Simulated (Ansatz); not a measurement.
**CH7BrSn: geometry relaxation**

CH7BrSn, computed with UKS LDA/def2-SVP (Ansatz 0.2.0).

It belongs to a series of runs on one base structure; here: end point A relaxed.

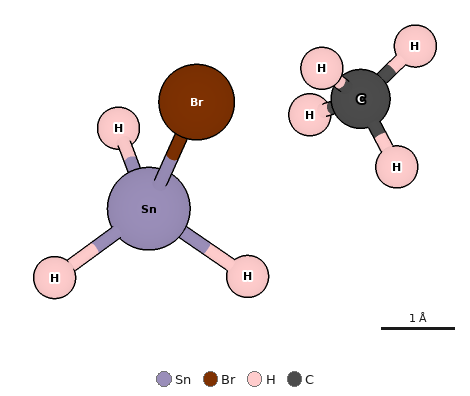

Figure 1. The structure as given in the input (ball-and-stick view, seen at a tilt). Sticks mark near contacts. Bond lengths as drawn: Br–Sn 2.57 Å, C–H 1.09 to 1.11 Å and H–Sn 1.71 to 1.72 Å.

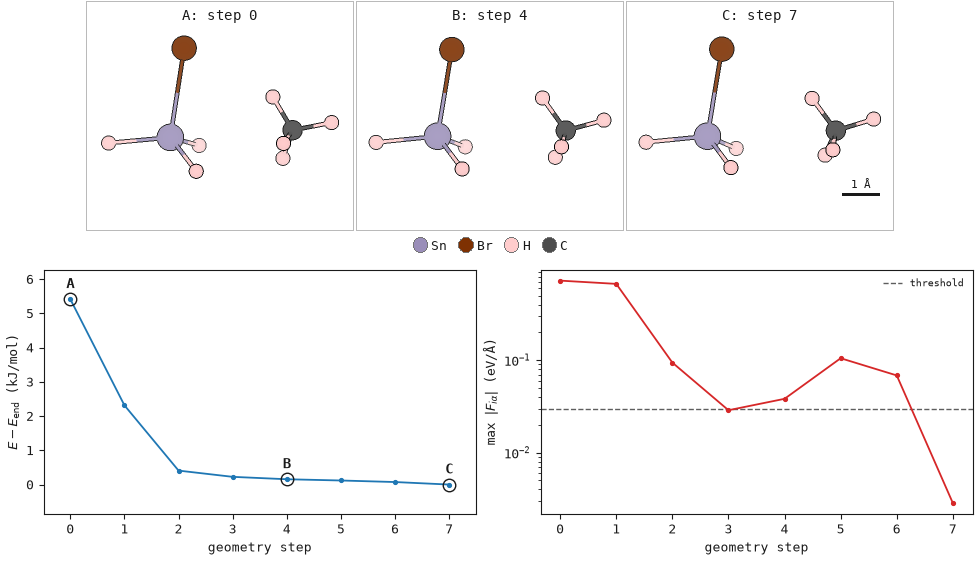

Figure 2. Frames of the relaxation (ball-and-stick view, seen at a tilt) above the curves, on which the letters mark them (the first geometry is step 0 here and step 1 in the log).

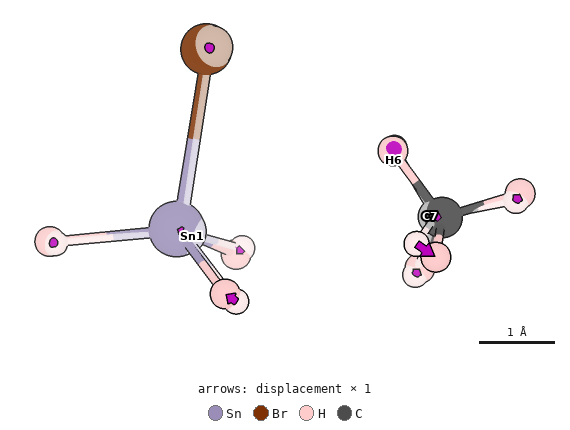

Figure 3. Start (faint) and end (solid) with the displacements as pink arrows, at true length (ball-and-stick view, seen at a tilt). The two geometries are laid on each other by the best rigid fit. After 7 geometry steps the energy has fallen by 5.41 kJ/mol. Largest force component: 0.73 eV/Å at the start, 0.0028 eV/Å at the end. The atom that moves furthest after the best rigid fit is H9 (0.31 Å). By element the largest moves are H 0.31 Å, Br 0.13 Å, C 0.10 Å, Sn 0.09 Å. Among the contacts that change: Sn1–Br2 2.566 → 2.491 Å, H6–C7 1.091 → 1.111 Å, Sn1–H3 1.721 → 1.715 Å, C7–H10 1.114 → 1.109 Å. Among the angles that change: H3–Sn1–H4 115.2° → 112.4°. (Atoms are counted from 1 in the order of the input.)

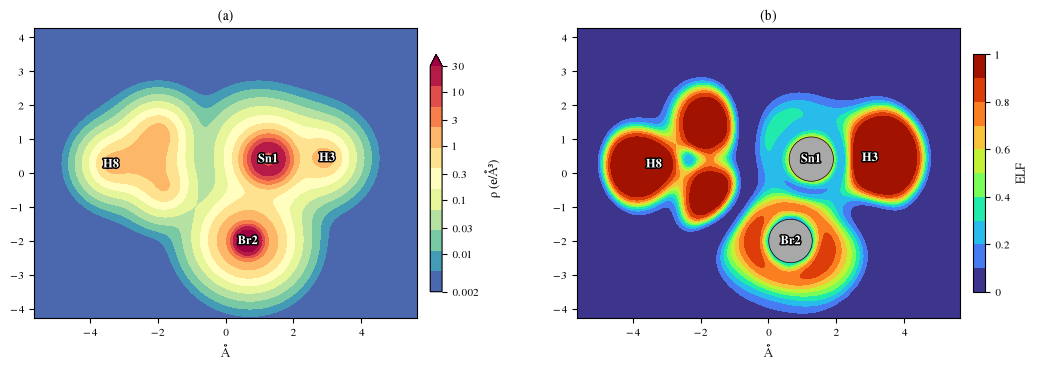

Figure 4. (a) electron density; (b) electron localisation function on the plane of atoms Br2, Sn1 and H3. Grey discs, where drawn, cover atomic cores. Atoms in the plane: Sn, Br and H. Sn–H (1.71 Å): ρ at the midpoint is about 1.1 e/Å³, with its minimum of 0.72 e/Å³ about 1.1 Å from Sn; the ELF climbs to about 1 towards the hydrogen, as it does in any bond to H.

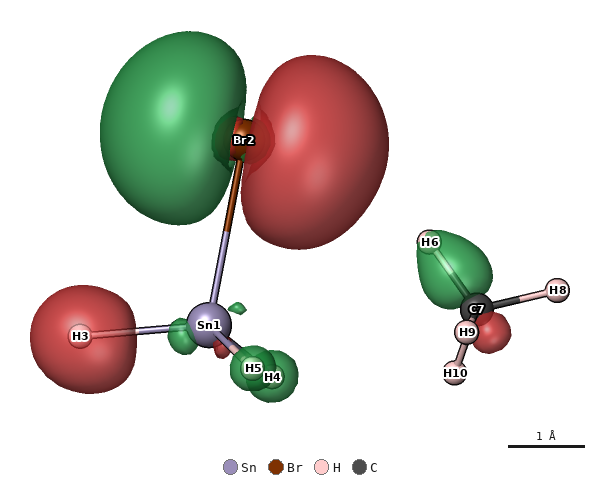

Figure 5. One frontier orbital at ±0.1 Å⁻³ᐟ² (green and red are the two phases), seen at a tilt. The HOMO (β), at −6.80 eV.

These pictures come from the run below.

## The input
```yaml
crystal:
  periodic: [false, false, false]
  atoms:
    - { symbol: Sn, position_ang: [-0.226847, -1.677293, -0.487791] }
    - { symbol: Br, position_ang: [2.27492, -1.138948, -0.677085] }
    - { symbol: H, position_ang: [-0.378919, -3.223378, -1.227683] }
    - { symbol: H, position_ang: [-0.544263, -1.640858, 1.193778] }
    - { symbol: H, position_ang: [-1.091859, -0.452762, -1.317416] }
    - { symbol: H, position_ang: [0.907889, 1.025162, 0.479123] }
    - { symbol: C, position_ang: [-0.004375, 1.622883, 0.503921] }
    - { symbol: H, position_ang: [0.197849, 2.55334, 1.065707] }
    - { symbol: H, position_ang: [-0.307055, 1.869767, -0.535143] }
    - { symbol: H, position_ang: [-0.82724, 1.062087, 1.002688] }
magnetization:
  spin_polarized: true
basis:
  gaussian: { orbitals: def2-SVP }
hamiltonian:
  xc: lda
relax:
  f_tol: 0.03
  max_steps: 50
output:
  orbitals: {}
```

Command:
```bash
ansatz run input.yaml --threads 4 --pin off --max-ram 5120MiB --backend cpu --events-out ev --progress --plain --runs-dir out
```

## What the program printed
```
The last accepted step is kept in [file] (removed where the run ends without a failure and the disk answers)
Engine: ansatz 0.2.0, aarch64-unknown-linux-gnu
Functional definition: SPW92
  exchange = slater_x
  correlation = pw_c
1200 factors; their error is unknown
mean field evaluation 1: about -76894.9610 eV, gradient 3.7e1 eV
mean field evaluation 2: about -76887.3030 eV, gradient 5.0e1 eV
mean field evaluation 4: about -76901.8207 eV, gradient 1.0e0 eV
mean field evaluation 8: about -76901.8247 eV, gradient 2.5e-2 eV
mean field evaluation 16: about -76901.7582 eV, gradient 1.9e-5 eV
mean field -76901.75821510 eV, -2826.0874885212 hartree, gradient 1.9e-5 eV, S^2 0.000000; 0 other end points of the search recorded, 0 dependent functions left out
the calculation of the forces begins
reference -76901.75825369 eV, -2826.0874899392 hartree; 35, 35 occupied and 72, 72 virtual orbitals, 1200 factors
relax step   1: F+E_penalty+E_count = -76901.75821510 eV  Δ(F+E_penalty+E_count) = +0.000e0 eV  max|allowed force component| = 7.255e-1 eV/Å  Δτ_max = 0.0000 Å  (27 SCF iters, accepted)
these checks for a lower state are left out or cut short: starts, cluster_reference, orbital_swaps, neighbouring_geometries, increment
1200 factors; their error is unknown
mean field -76901.79035005 eV, -2826.0886694585 hartree, gradient 2.6e-5 eV, S^2 0.000000; 0 other end points of the search recorded, 0 dependent functions left out
the calculation of the forces begins
reference -76901.79038902 eV, -2826.0886708907 hartree; 35, 35 occupied and 72, 72 virtual orbitals, 1200 factors
relax step   2: F+E_penalty+E_count = -76901.79035005 eV  Δ(F+E_penalty+E_count) = -3.213e-2 eV  max|allowed force component| = 6.690e-1 eV/Å  Δτ_max = 0.1946 Å  (27 SCF iters, accepted)
these checks for a lower state are left out or cut short: starts, cluster_reference, orbital_swaps, neighbouring_geometries, increment
1200 factors; their error is unknown
mean field -76901.81010510 eV, -2826.0893954434 hartree, gradient 5.3e-6 eV, S^2 0.000000; 0 other end points of the search recorded, 0 dependent functions left out
the calculation of the forces begins
reference -76901.81014417 eV, -2826.0893968790 hartree; 35, 35 occupied and 72, 72 virtual orbitals, 1200 factors
relax step   3: F+E_penalty+E_count = -76901.81010510 eV  Δ(F+E_penalty+E_count) = -1.976e-2 eV  max|allowed force component| = 9.415e-2 eV/Å  Δτ_max = 0.0552 Å  (29 SCF iters, accepted)
these checks for a lower state are left out or cut short: starts, cluster_reference, orbital_swaps, neighbouring_geometries, increment
1200 factors; their error is unknown
mean field evaluation 32: about -76901.8723 eV, gradient 1.1e0 eV
mean field -76901.81199358 eV, -2826.0894648437 hartree, gradient 4.9e-6 eV, S^2 0.000000; 0 other end points of the search recorded, 0 dependent functions left out
the calculation of the forces begins
reference -76901.81203252 eV, -2826.0894662746 hartree; 35, 35 occupied and 72, 72 virtual orbitals, 1200 factors
relax step   4: F+E_penalty+E_count = -76901.81199358 eV  Δ(F+E_penalty+E_count) = -1.888e-3 eV  max|allowed force component| = 2.875e-2 eV/Å  Δτ_max = 0.0540 Å  (28 SCF iters, accepted)
these checks for a lower state are left out or cut short: starts, cluster_reference, orbital_swaps, neighbouring_geometries, increment
1200 factors; their error is unknown
mean field -76901.81272159 eV, -2826.0894915975 hartree, gradient 4.9e-6 eV, S^2 0.000000; 0 other end points of the search recorded, 0 dependent functions left out
the calculation of the forces begins
reference -76901.81276057 eV, -2826.0894930302 hartree; 35, 35 occupied and 72, 72 virtual orbitals, 1200 factors
relax step   5: F+E_penalty+E_count = -76901.81272159 eV  Δ(F+E_penalty+E_count) = -7.280e-4 eV  max|allowed force component| = 3.821e-2 eV/Å  Δτ_max = 0.0439 Å  (27 SCF iters, accepted)
these checks for a lower state are left out or cut short: starts, cluster_reference, orbital_swaps, neighbouring_geometries, increment
1200 factors; their error is unknown
mean field -76901.81310013 eV, -2826.0895055088 hartree, gradient 5.6e-6 eV, S^2 0.000000; 0 other end points of the search recorded, 0 dependent functions left out
the calculation of the forces begins
reference -76901.81313913 eV, -2826.0895069418 hartree; 35, 35 occupied and 72, 72 virtual orbitals, 1200 factors
relax step   6: F+E_penalty+E_count = -76901.81310013 eV  Δ(F+E_penalty+E_count) = -3.785e-4 eV  max|allowed force component| = 1.050e-1 eV/Å  Δτ_max = 0.0659 Å  (27 SCF iters, accepted)
these checks for a lower state are left out or cut short: starts, cluster_reference, orbital_swaps, neighbouring_geometries, increment
1200 factors; their error is unknown
mean field -76901.81356687 eV, -2826.0895226610 hartree, gradient 4.9e-6 eV, S^2 0.000000; 0 other end points of the search recorded, 0 dependent functions left out
the calculation of the forces begins
reference -76901.81360586 eV, -2826.0895240939 hartree; 35, 35 occupied and 72, 72 virtual orbitals, 1200 factors
relax step   7: F+E_penalty+E_count = -76901.81356687 eV  Δ(F+E_penalty+E_count) = -4.667e-4 eV  max|allowed force component| = 6.839e-2 eV/Å  Δτ_max = 0.0259 Å  (28 SCF iters, accepted)
these checks for a lower state are left out or cut short: starts, cluster_reference, orbital_swaps, neighbouring_geometries, increment
1200 factors; their error is unknown
mean field evaluation 64: about -76901.8143 eV, gradient 2.1e-4 eV
mean field -76901.81433018 eV, -2826.0895507123 hartree, gradient 4.8e-6 eV, S^2 0.000000; 0 other end points of the search recorded, 0 dependent functions left out
the calculation of the forces begins
reference -76901.81436916 eV, -2826.0895521447 hartree; 35, 35 occupied and 72, 72 virtual orbitals, 1200 factors
relax step   8: F+E_penalty+E_count = -76901.81433018 eV  Δ(F+E_penalty+E_count) = -7.633e-4 eV  max|allowed force component| = 2.845e-3 eV/Å  Δτ_max = 0.0332 Å  (28 SCF iters, accepted)
1200 factors; their error is unknown
mean field -76901.81433018 eV, -2826.0895507123 hartree, gradient 4.7e-6 eV, S^2 0.000000; 1 other end points of the search recorded, 0 dependent functions left out
the calculation of the forces begins
reference -76901.81436916 eV, -2826.0895521447 hartree; 35, 35 occupied and 72, 72 virtual orbitals, 1200 factors
Total energy: -76901.81436916 eV, -2826.0895521447 hartree
Atom 0 at    -0.193867    -1.756700    -0.510540 Å, force     0.000696     0.001742    -0.002669 eV/Å
Atom 1 at     2.241447    -1.243958    -0.615421 Å, force    -0.000970     0.000155    -0.000327 eV/Å
Atom 2 at    -0.361252    -3.324773    -1.183746 Å, force    -0.000151    -0.000790     0.001719 eV/Å
Atom 3 at    -0.626769    -1.708351     1.145924 Å, force    -0.001891     0.000651     0.000804 eV/Å
Atom 4 at    -0.986230    -0.555869    -1.438568 Å, force     0.002016    -0.000388    -0.001575 eV/Å
Atom 5 at     0.880621     1.112775     0.261480 Å, force    -0.000360     0.001677    -0.000854 eV/Å
Atom 6 at    -0.015055     1.716626     0.519216 Å, force     0.001909    -0.000370    -0.000268 eV/Å
Atom 7 at     0.290837     2.571704     1.153188 Å, force    -0.000455    -0.001360     0.000027 eV/Å
Atom 8 at    -0.486836     2.094552    -0.408993 Å, force    -0.001576    -0.001862     0.000298 eV/Å
Atom 9 at    -0.742798     1.093995     1.077559 Å, force     0.000782     0.000543     0.002845 eV/Å
Dipole moment:    -0.440578    -0.079083     0.018745 e Å
```

## Trajectory as extended XYZ (Å, eV, eV/Å), 8 frames, from step=1 to step=8
```
10
Properties=species:S:1:pos:R:3:forces:R:3 step=1 energy=-76901.75821
Sn   -0.2268   -1.6773   -0.4878    0.7168   0.1013  -0.0987
Br    2.2749   -1.1389   -0.6771   -0.7255  -0.1646   0.0216
H    -0.3789   -3.2234   -1.2277   -0.0107   0.0717   0.0810
H    -0.5443   -1.6409    1.1938   -0.0199  -0.0779  -0.0036
H    -1.0919   -0.4528   -1.3174    0.0496  -0.0408  -0.0437
H     0.9079    1.0252    0.4791    0.5178  -0.3940  -0.0397
C    -0.0044    1.6229    0.5039   -0.6477   0.3001   0.0171
H     0.1978    2.5533    1.0657   -0.0444   0.0778   0.0288
H    -0.3071    1.8698   -0.5351    0.0211   0.0227   0.0817
H    -0.8272    1.0621    1.0027    0.1430   0.1035  -0.0445
10
Properties=species:S:1:pos:R:3:forces:R:3 step=2 energy=-76901.79035
Sn   -0.1888   -1.7885   -0.5181   -0.5523  -0.0619   0.0674
Br    2.1788   -1.2283   -0.7059    0.6690   0.1381  -0.0361
H    -0.3633   -3.3396   -1.2121   -0.0218  -0.0835  -0.0513
H    -0.5452   -1.8124    1.1579   -0.0408   0.0452  -0.0179
H    -1.0090   -0.5757   -1.4065   -0.0547  -0.0173   0.0464
H     0.8700    1.0810    0.4450   -0.0033  -0.0117  -0.0052
C    -0.0135    1.7467    0.5377   -0.0809   0.0531  -0.0178
H     0.2642    2.6476    1.1236   -0.0196  -0.0620  -0.0520
H    -0.3504    2.0500   -0.4761    0.0366  -0.0067   0.0829
H    -0.8427    1.2191    1.0546    0.0679   0.0066  -0.0165
10
Properties=species:S:1:pos:R:3:forces:R:3 step=3 energy=-76901.81010
Sn   -0.1909   -1.7844   -0.5172   -0.0171   0.0075   0.0038
Br    2.2327   -1.2357   -0.6963   -0.0278   0.0050   0.0091
H    -0.3719   -3.3369   -1.2219    0.0130  -0.0045   0.0005
H    -0.5711   -1.7819    1.1529    0.0118   0.0041   0.0070
H    -1.0442   -0.5779   -1.3816    0.0170   0.0135  -0.0105
H     0.8911    1.1043    0.4323    0.0425  -0.0515  -0.0125
C    -0.0105    1.7410    0.5333   -0.0941   0.0273   0.0011
H     0.2408    2.6405    1.1295   -0.0057  -0.0131  -0.0094
H    -0.3540    2.0495   -0.4747    0.0063  -0.0011   0.0294
H    -0.8220    1.1815    1.0439    0.0541   0.0128  -0.0183
10
Properties=species:S:1:pos:R:3:forces:R:3 step=4 energy=-76901.81199
Sn   -0.1955   -1.7560   -0.5041   -0.0080  -0.0029  -0.0031
Br    2.2295   -1.2113   -0.6708   -0.0017  -0.0052  -0.0007
H    -0.3684   -3.3103   -1.2085    0.0044   0.0046   0.0046
H    -0.5743   -1.7517    1.1666   -0.0020   0.0025  -0.0019
H    -1.0356   -0.5452   -1.3763    0.0101  -0.0044  -0.0029
H     0.8913    1.0803    0.3840    0.0008   0.0008  -0.0040
C    -0.0112    1.7129    0.5188   -0.0250   0.0259  -0.0062
H     0.2465    2.5947    1.1384    0.0004  -0.0186  -0.0084
H    -0.3714    2.0518   -0.4735    0.0020  -0.0091   0.0288
H    -0.8108    1.1348    1.0254    0.0190   0.0063  -0.0060
10
Properties=species:S:1:pos:R:3:forces:R:3 step=5 energy=-76901.81272
Sn   -0.1957   -1.7570   -0.5030    0.0007  -0.0076   0.0053
Br    2.2328   -1.2241   -0.6506    0.0043   0.0020  -0.0051
H    -0.3643   -3.3123   -1.2055   -0.0026   0.0019   0.0029
H    -0.5821   -1.7486    1.1659   -0.0090   0.0023  -0.0041
H    -1.0249   -0.5451   -1.3835    0.0081  -0.0023  -0.0036
H     0.8862    1.0863    0.3408   -0.0321   0.0298   0.0087
C    -0.0135    1.7158    0.5153    0.0182   0.0070  -0.0276
H     0.2601    2.5820    1.1501    0.0034  -0.0197  -0.0121
H    -0.4005    2.0788   -0.4585    0.0038  -0.0136   0.0382
H    -0.7980    1.1242    1.0291    0.0053   0.0001  -0.0027
10
Properties=species:S:1:pos:R:3:forces:R:3 step=6 energy=-76901.81310
Sn   -0.1945   -1.7652   -0.5000    0.0093   0.0207  -0.0084
Br    2.2363   -1.2320   -0.6271   -0.0054  -0.0122   0.0053
H    -0.3641   -3.3218   -1.1984    0.0031  -0.0033   0.0023
H    -0.6100   -1.7461    1.1619    0.0011   0.0026  -0.0045
H    -0.9956   -0.5492   -1.4005   -0.0073  -0.0077   0.0007
H     0.8826    1.1039    0.2773   -0.1050   0.0790   0.0348
C    -0.0151    1.7217    0.5123    0.0608  -0.0209  -0.0810
H     0.2807    2.5686    1.1636    0.0027  -0.0241  -0.0271
H    -0.4497    2.1133   -0.4321    0.0303  -0.0387   0.0951
H    -0.7705    1.1068    1.0430    0.0103   0.0046  -0.0172
10
Properties=species:S:1:pos:R:3:forces:R:3 step=7 energy=-76901.81357
Sn   -0.1943   -1.7584   -0.5069    0.0073  -0.0152   0.0180
Br    2.2422   -1.2500   -0.6094   -0.0052   0.0115  -0.0089
H    -0.3593   -3.3189   -1.1978   -0.0060  -0.0011  -0.0036
H    -0.6123   -1.7371    1.1543   -0.0098   0.0063  -0.0046
H    -0.9996   -0.5488   -1.4119    0.0122   0.0020  -0.0039
H     0.8805    1.1105    0.2630   -0.0678   0.0478   0.0280
C    -0.0158    1.7214    0.5137    0.0285  -0.0174  -0.0602
H     0.2874    2.5715    1.1567    0.0008  -0.0162  -0.0183
H    -0.4721    2.1074   -0.4217    0.0233  -0.0251   0.0684
H    -0.7566    1.1022    1.0601    0.0167   0.0074  -0.0148
10
Properties=species:S:1:pos:R:3:forces:R:3 step=8 energy=-76901.81433
Sn   -0.1939   -1.7567   -0.5105    0.0007   0.0017  -0.0027
Br    2.2414   -1.2440   -0.6154   -0.0010   0.0002  -0.0003
H    -0.3613   -3.3248   -1.1837   -0.0002  -0.0008   0.0017
H    -0.6268   -1.7084    1.1459   -0.0019   0.0007   0.0008
H    -0.9862   -0.5559   -1.4386    0.0020  -0.0004  -0.0016
H     0.8806    1.1128    0.2615   -0.0004   0.0017  -0.0009
C    -0.0151    1.7166    0.5192    0.0019  -0.0004  -0.0003
H     0.2908    2.5717    1.1532   -0.0005  -0.0014   0.0000
H    -0.4868    2.0946   -0.4090   -0.0016  -0.0019   0.0003
H    -0.7428    1.0940    1.0776    0.0008   0.0005   0.0028
```

## Key numbers

- outcome: converged
- total energy: −76901.8144 eV
- mean-field energy: −76901.8144 eV
- largest force (length of the vector) at the end: 0.003 eV/Å
- hardware: 4 threads of Arm Neoverse N1, 16 GiB of memory available, shared host
- wall time: 14 s (CPU time 50 s)
- peak memory: 0.18 GiB
